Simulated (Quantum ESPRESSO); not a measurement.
The Mg K edge of atom 4 in Sr2MgReO6 (I4/m), with 6 O at 2.07 Å (octahedral, site symmetry 4/m), was computed in 2 ways: excited-electron core hole (neutral cell) and no core hole. Program and functional: Quantum ESPRESSO XSpectra, LDA, without spin-orbit coupling, Lorentzian half width 0.3 eV up to 4 eV, rising linearly to 2.5 eV at 25 eV; cells of 10 atoms.

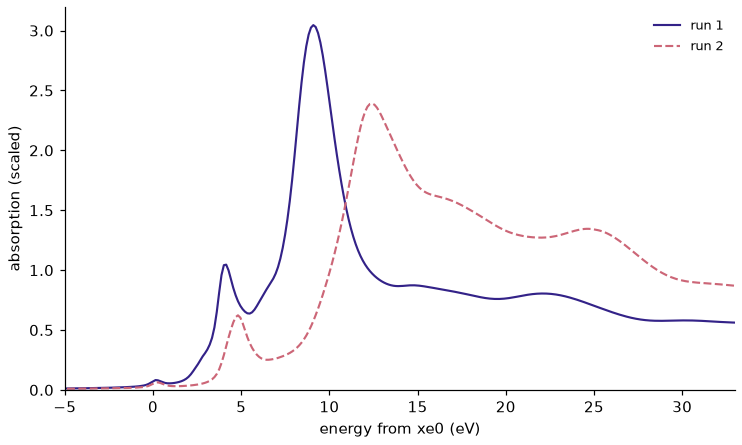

Each run is counted from its own lowest empty level or Fermi level and scaled to a mean of 1 over its first 20 eV.

**Question.** Which run is which?

Run 1: excited-electron core hole (neutral cell) (area from −2 to 6 eV 2.6, main maxima 4.2 eV (1.05) and 9.1 eV (3.05)). Run 2: no core hole (area from −2 to 6 eV 1.2, main maxima 4.8 eV (0.62) and 12.4 eV (2.39)). With each curve scaled to its own mean, the area from −2 to 6 eV with the hole is 2.6 against 1.2, and the centre of weight from −1 to 20 eV moves by -2.8 eV: the hole pulls the absorber's empty states down.

[Hosts, paths, dates, database ids (printed as entryN), source tags and the programs' standing remarks are cut or masked in the printed files.]

[Lists of maxima count a maximum above −3 eV only where it reaches 4 % of the highest in the window and stands out from its surroundings by 2 % of it (1.5 % where it reaches 55 %); shoulders and weaker maxima are passed over, and of the rest the first, up to two pre-edge ones and the few strongest are named.]
